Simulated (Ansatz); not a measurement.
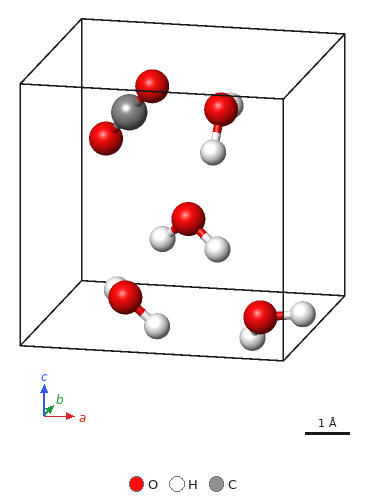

Starting frame of a dynamics run of a periodic cell with 4 H2O + 1 CO2 at 0.797 g/cm³. Style: ball-and-stick. Shown: the simulation cell, slightly off an axis.

Theory: Ansatz 0.2.0, DFT PBE-D3(BJ), scalar-relativistic, plane waves, PAW.

Input file:
```yaml
accuracy: low
crystal:
  lattice:
    - [6.229962, 0.0, 0.0]
    - [0.0, 6.229962, 0.0]
    - [0.0, 0.0, 6.229962]
  atoms:
    - { symbol: O, position: [0.90920332, 0.9939707, 0.15783739] }
    - { symbol: H, position: [1.06104187, 1.03210071, 0.16897405] }
    - { symbol: H, position: [0.85498922, 1.09703006, 0.05080855] }
    - { symbol: O, position: [0.61648922, 0.07520692, 0.4959701] }
    - { symbol: H, position: [0.50521809, 0.13206281, 0.39923756] }
    - { symbol: H, position: [0.73488244, 0.04075725, 0.39520938] }
    - { symbol: O, position: [0.69429327, 0.27545267, 0.86920709] }
    - { symbol: H, position: [0.69323576, 0.4328185, 0.84486541] }
    - { symbol: H, position: [0.67791306, 0.21458984, 0.71917087] }
    - { symbol: O, position: [0.3451324, 0.21152167, 0.14698312] }
    - { symbol: H, position: [0.4638183, 0.22029834, 0.04176878] }
    - { symbol: H, position: [0.27972053, 0.35288359, 0.13920915] }
    - { symbol: C, position: [0.23748058, 0.73725173, 0.71736045] }
    - { symbol: O, position: [0.12939442, 0.82194097, 0.5898327] }
    - { symbol: O, position: [0.34514631, 0.64963204, 0.84467119] }
basis:
  ecutwfc: 420.0
kpoints:
  mp_grid: { grid: [1, 1, 1] }
hamiltonian:
  xc: pbe
  dispersion: d3bj
scf:
  occupations: { method: fermi_dirac, width: 0.02 }
  lower_state_search: "off"
md:
  timestep: 0.5
  n_steps: 300
  ensemble: nvt_langevin
  temperature: 1000.0
  initial_velocities: maxwell_boltzmann
  seed: 935873
  friction: 0.02
  masses: [{ species: H, mass: 2.014 }]
```

Command:
```bash
ansatz run input.yaml --threads 1 --pin off --max-ram 3072MiB --backend cpu --events-out ev --progress --plain --runs-dir out
```

Q: What does the trajectory do?

A: Over the second half the temperature averages 873 K (spread ±92 K). The potential energy in the second half lies on average 113 meV per atom above the first frame. In the second half of the run the atoms are, in the root-mean-square, this far from where they began (common drift taken out): H 0.93 Å, C 0.78 Å, O 0.64 Å. The heavy atoms stay within a fraction of a molecule's size of their starting places; so short a run doesn't tell a liquid from a solid.

Along the run (each row but the first and the last is the mean over the interval that it begins):

| time (fs) | potential energy (meV/atom) | T (K) |
| --- | --- | --- |
| 0.0 | 0.0 | 933 |
| 18.5 | 73.1 | 801 |
| 37.0 | 84.9 | 922 |
| 55.5 | 92.3 | 883 |
| 74.0 | 97.4 | 876 |
| 92.5 | 112.9 | 849 |
| 111.0 | 109.2 | 897 |
| 129.5 | 127.5 | 872 |
| 148.0 | 127.4 | 926 |

The paths of the atoms:

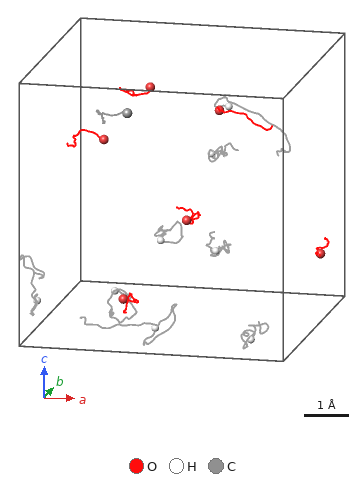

Limits of the set-up: the program's low-accuracy preset was used; masses were changed (H 2.014 u), which shifts the vibrations; the periodic images lie only 6.2 Å apart, so the values are limited by the cell's size.

The run took 9.5 min on 1 thread of Arm Neoverse N1, on a shared host, peak memory 0.35 GiB.
